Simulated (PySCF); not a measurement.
# InB (charge +1, doublet): what the fields show

```xyz
2

In    0.0000    0.0000   -0.2614
B     0.0000    0.0000    2.7286
```

Core potentials replace the inner electrons of In.

All numbers below come from PBE0/def2-SVP, non-relativistic Hamiltonian with scalar-relativistic core potentials where named, at a bond length of 2.990 Å (PySCF 2.14.0).

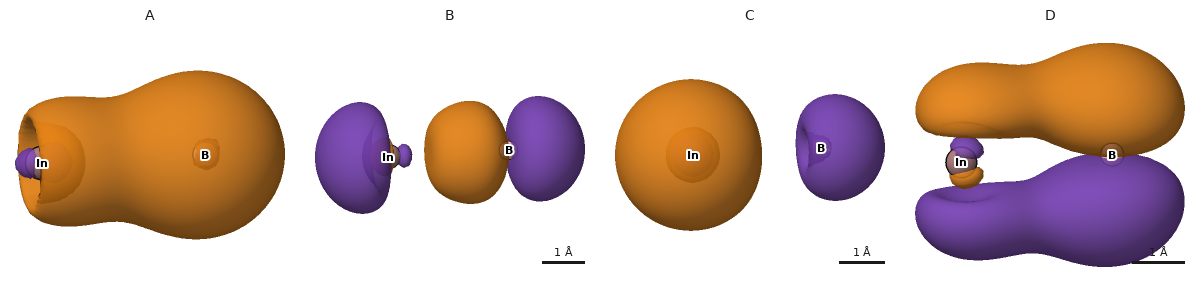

Figure 1. Four frontier α-spin orbitals, each drawn at the value that holds 80 % of its norm (orange and purple are the two phases), in no order; of a degenerate pair one member is drawn.

Question: Name the orbitals and rank them from lowest to highest energy.

Answer: Orbital A: σ, occupied in this spin, −17.02 eV; mainly on B (80 %).
Orbital C: σ, occupied in this spin, −14.76 eV; mainly on In (75 %).
Orbital B: σ, occupied in this spin, −11.08 eV; shared between the atoms (In 30 %, B 70 %).
Orbital D: π, empty in this spin, −8.12 eV; mainly on B (75 %).

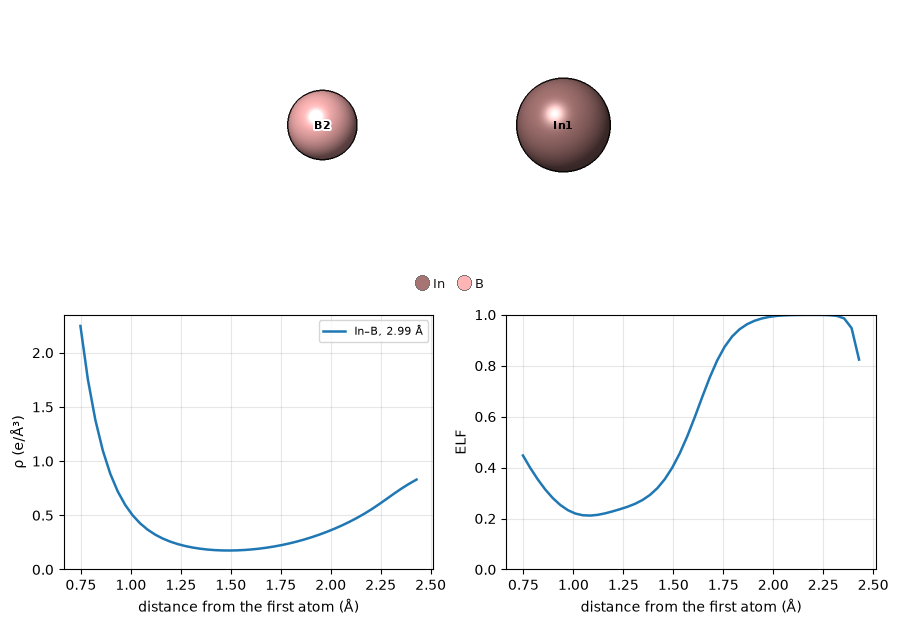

Figure 2. Electron density and electron localisation function along straight lines between neighbouring atoms. The curves leave out the atomic cores. The structure is drawn too.

Question: What can be read from the curves?

Answer: In–B (2.99 Å): ρ at the midpoint is about 0.18 e/Å³; the ELF peaks at about 1 in the valence shell of B, 0.8 Å from its nucleus, and drops to about 0.20 between the two atoms.
